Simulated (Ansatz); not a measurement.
SiNH7O: single-point calculation

System: SiNH7O.
Method: RKS PBE0-D4/def2-TZVPP (Ansatz 0.2.0).

The geometry is the product side of a reaction. The reaction was set up to form Si1–O7 and H2–H6 and to break Si1–H2 and H6–O7 (atoms counted from 1 in the order of the input); sticks are drawn by distance alone. The geometry comes from this level: PBE0-D4/def2-TZVP.

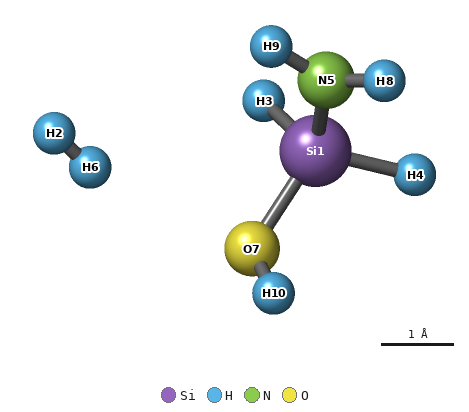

**Figure 1.** The input geometry (ball-and-stick view, seen at a tilt; atoms are numbered from 1 in the order of the input).

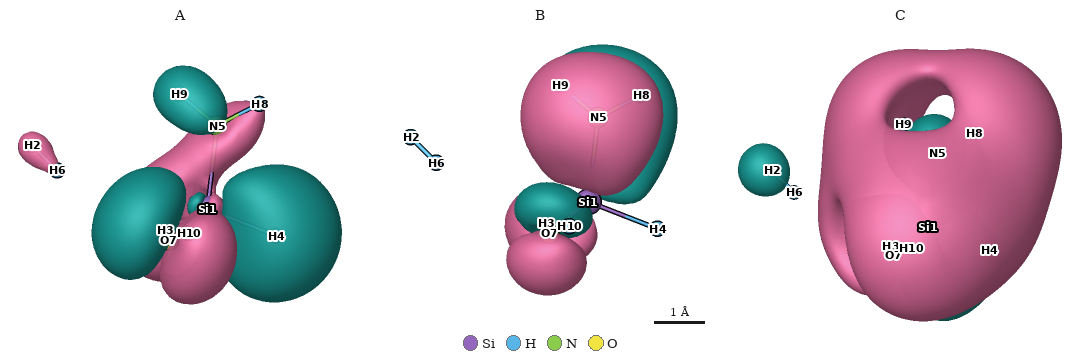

**Figure 2.** Three frontier orbitals at ±0.06 Å⁻³ᐟ² (teal and pink are the two phases). A is the HOMO−1 (−8.78 eV). Its weight (Hirshfeld) is mainly on O7 (35 %), H4 (25 %) and Si1 (25 %). B is the HOMO (−7.65 eV). C is the LUMO (0.64 eV). It lies mainly on Si1 (30 %), H10 (20 %), H8 (15 %), N5 (10 %) and H9 (10 %). The HOMO–LUMO gap is 8.29 eV between the orbital energies.

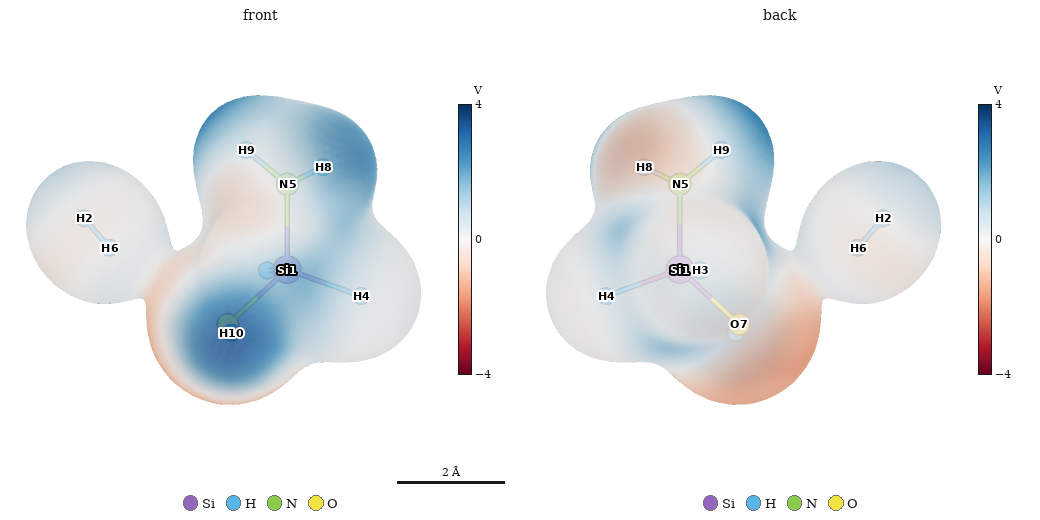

**Figure 3.** The electrostatic potential painted on the density surface at 0.004 e/bohr³, seen face on and from behind; the colour scale runs from red (negative) to blue (positive).

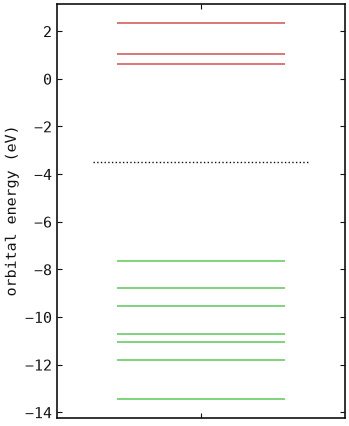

**Figure 4.** Orbital energies near the frontier; the dotted line parts filled from empty levels, and levels within 0.02 eV of each other stand side by side. Highest filled −7.65 eV, lowest empty 0.64 eV, 8.29 eV apart.

The input that produced these results follows, with the program's output.

## Input file
```yaml
crystal:
  periodic: [false, false, false]
  atoms:
    - {symbol: Si, position_ang: [-0.901289, 0.429855, -0.149359]}
    - {symbol: H, position_ang: [1.992045, -2.102599, -0.893743]}
    - {symbol: H, position_ang: [-1.572682, -0.724362, -0.785416]}
    - {symbol: H, position_ang: [-1.818579, 1.579690, 0.069730]}
    - {symbol: N, position_ang: [-0.345353, 0.014619, 1.407496]}
    - {symbol: H, position_ang: [1.700385, -1.449200, -1.110872]}
    - {symbol: O, position_ang: [0.260803, 0.818741, -1.256208]}
    - {symbol: H, position_ang: [-0.355736, 0.665222, 2.173085]}
    - {symbol: H, position_ang: [0.214873, -0.798230, 1.599424]}
    - {symbol: H, position_ang: [0.825633, 1.566165, -1.054134]}
basis:
  gaussian: {orbitals: def2-TZVPP}
hamiltonian: {xc: pbe0, dispersion: d4}
output: {orbitals: {seedname: orbitals}}
```

Run as:
```bash
ansatz run in.yaml --threads 2 --pin off --events-out ev --progress --plain --max-ram 4352MiB
```

## Log
```
Functional definition: PBE0
  name "PBE0"
  cite "Adamo & Barone, J. Chem. Phys. 110, 6158 (1999) doi:10.1063/1.478522"
  cite "Perdew, Burke & Ernzerhof, Phys. Rev. Lett. 77, 3865 (1996) doi:10.1103/PhysRevLett.77.3865"
  parent pbe
  parameter a = 0.25
  parameter kappa = 0.804
  parameter beta = 0.06672455060314922
  exchange = (1 - a)*pbe_x(kappa = kappa, mu = beta*pi^2/3) + a*exact_x
  correlation = pbe_c(beta = beta)
1010 factors; their error is unknown
mean field evaluation 1: about -11515.3511 eV, gradient 7.4e1 eV
mean field evaluation 2: about -11503.5409 eV, gradient 1.0e2 eV
mean field evaluation 4: about -11524.5509 eV, gradient 4.7e0 eV
mean field evaluation 8: about -11524.5903 eV, gradient 2.5e-2 eV
mean field evaluation 16: about -11524.6149 eV, gradient 3.8e-5 eV
mean field -11524.61490455 eV, -423.5217860776 hartree, gradient 3.8e-5 eV, S^2 0.000000; 0 other end points of the search recorded, 0 dependent functions left out
reference -11524.61493663 eV, -423.5217872565 hartree; 18, 18 occupied and 184, 184 virtual orbitals, 1010 factors
Total energy: -11524.73124802 eV, -423.5260616214 hartree
```

## Summary

| quantity | value |
| --- | --- |
| outcome | converged |
| total energy | −11524.7312 eV |
| mean-field energy | −11524.6149 eV |
| dispersion energy | −0.1163 eV |
| SCF solution under orbital rotations | stable |
| HOMO | −7.65 eV |
| LUMO | 0.64 eV |
| hardware | 2 threads of Arm Neoverse V2, 23 GiB of memory available, shared host |
| wall time | 2.5 s (CPU time 4.8 s) |
| peak memory | 0.42 GiB |
